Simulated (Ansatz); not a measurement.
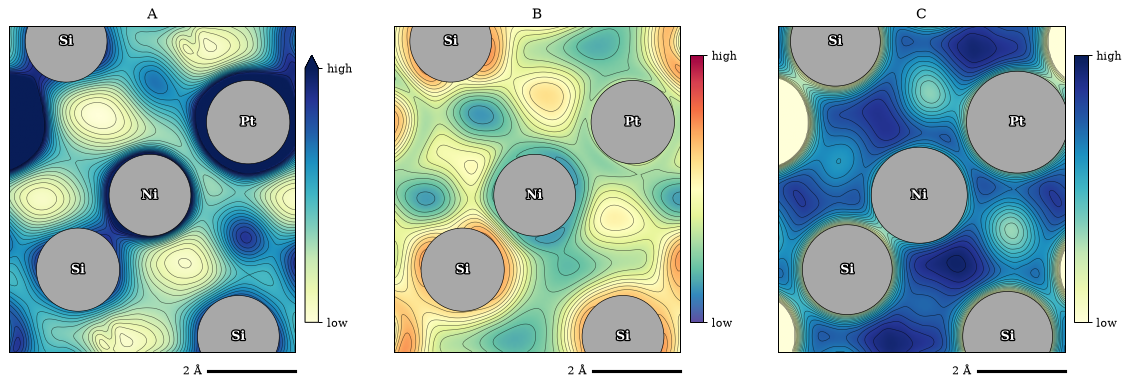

Si4Ni3Pt: 3 fields on the (111) plane of the conventional cell, with unlabelled colour scales. Grey discs cover the atomic cores.

Space group Pmm2; a structure generated by program, which may or may not match a known phase; computed without spin polarisation.

All numbers below come from DFT PBE, scalar-relativistic, plane waves, PAW in Ansatz.

### Match the panels to the quantities (electron localisation function, electrostatic potential energy of an electron and valence pseudo-density).

Panel A: valence pseudo-density. Panel B: electron localisation function. Panel C: electrostatic potential energy of an electron (low next to the atoms, rising into the space between them). From the grid: Si–Ni (2.39 Å): the density is about 0.42 e/Å³ at the midpoint; the ELF peaks at about 0.70 in the valence shell of Si, 0.9 Å from its nucleus, and is about 0.50 at the midpoint.
